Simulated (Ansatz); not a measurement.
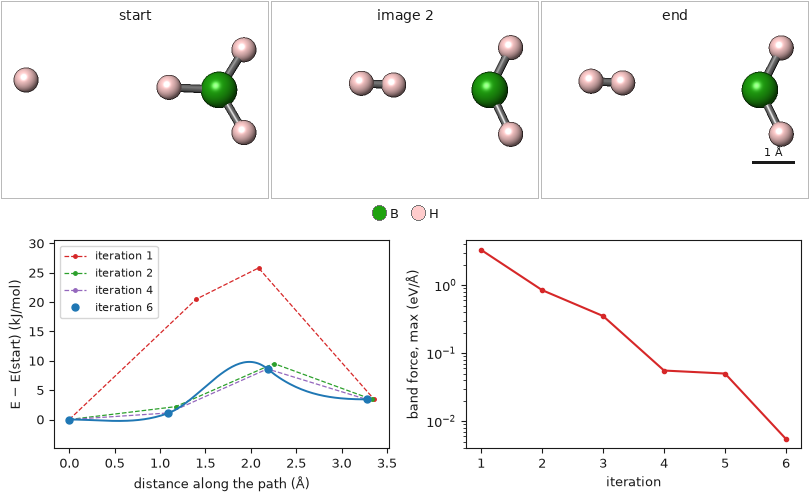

NEB run on BH4 (multiplicity 2), made up at the start of BH₃ and H. Images are numbered from 0 (start) to 3 (end). The plot follows the band through its iterations. Style: ball-and-stick. Shown at a tilt.

Theory: UKS BLYP/def2-SVP in Ansatz 0.2.0.

The input:
```yaml
crystal:
  periodic: [false, false, false]
  atoms:
    - { symbol: B, position_ang: [0.0, 0.000423, -0.405007] }
    - { symbol: H, position_ang: [0.0, 0.000726, 0.806071] }
    - { symbol: H, position_ang: [1.048851, -0.000398, -1.010188] }
    - { symbol: H, position_ang: [-1.048851, -0.000398, -1.010187] }
    - { symbol: H, position_ang: [-1.0e-06, -0.000352, 4.269311] }
magnetization:
  spin_polarized: true
  initial_magnetization: 1
basis:
  gaussian: { orbitals: def2-SVP }
hamiltonian:
  xc: blyp
neb:
  order_check: false
  images: 2
  f_tol: 0.05
  max_iterations: 60
  climbing: false
  final_atoms:
    - { symbol: B, position_ang: [-9.0e-08, -9.896e-05, -0.747039] }
    - { symbol: H, position_ang: [-3.8e-07, 0.00015924, 2.57822899] }
    - { symbol: H, position_ang: [1.09325095, -0.00013907, -1.2636459] }
    - { symbol: H, position_ang: [-1.09325105, -0.00013907, -1.26364609] }
    - { symbol: H, position_ang: [-4.4e-07, 0.00021887, 3.34610199] }
  initial_path:
    images:
      - { positions_ang: [[0.0, 0.000423, -0.405007], [0.0, 0.000726, 0.806071], [1.048851, -0.000398, -1.010188], [-1.048851, -0.000398, -1.010187], [-1.0e-06, -0.000352, 4.269311]] }
      - { positions_ang: [[-1.1e-07, 0.00011989, -0.13500233], [-1.7e-07, 0.00027861, 1.22869033], [1.03661691, -0.00017763, -0.73339596], [-1.03661709, -0.00017763, -0.73339571], [-5.4e-07, -4.224e-05, 3.02310366]] }
      - { positions_ang: [[-1.4e-07, -5.41e-05, -0.249013], [-3.0e-07, 8.969e-05, 1.81940966], [1.0514169, -9.132e-05, -0.81788192], [-1.0514171, -9.132e-05, -0.81788207], [-3.6e-07, 0.00014805, 2.71536733]] }
      - { positions_ang: [[-9.0e-08, -9.896e-05, -0.747039], [-3.8e-07, 0.00015924, 2.57822899], [1.09325095, -0.00013907, -1.2636459], [-1.09325105, -0.00013907, -1.26364609], [-4.4e-07, 0.00021887, 3.34610199]] }
```

Command:
```bash
ansatz run input.yaml --threads 1 --pin off --max-ram 2048MiB --backend cpu --events-out ev --progress --plain --runs-dir out
```

Question: Judge this run.

Answer: The run is converged, with reservations. The band converged in 6 iterations. The largest component of the band force went from 3.3 to 0.0055 eV/Å. No image climbed, so the highest image needn't lie on the saddle point, and the true maximum along this path can be higher. So few images resolve the path coarsely. The first iteration put the highest image at 25.8 kJ/mol. The highest point, image 2, lies 8.6 kJ/mol above the start and 5.2 kJ/mol above the end; the end is at +3.4 kJ/mol relative to the start.

Limits of the set-up: the start holds two separate molecules, 3.5 Å apart at their closest, whose relative position is a soft coordinate and is computed without a dispersion correction.
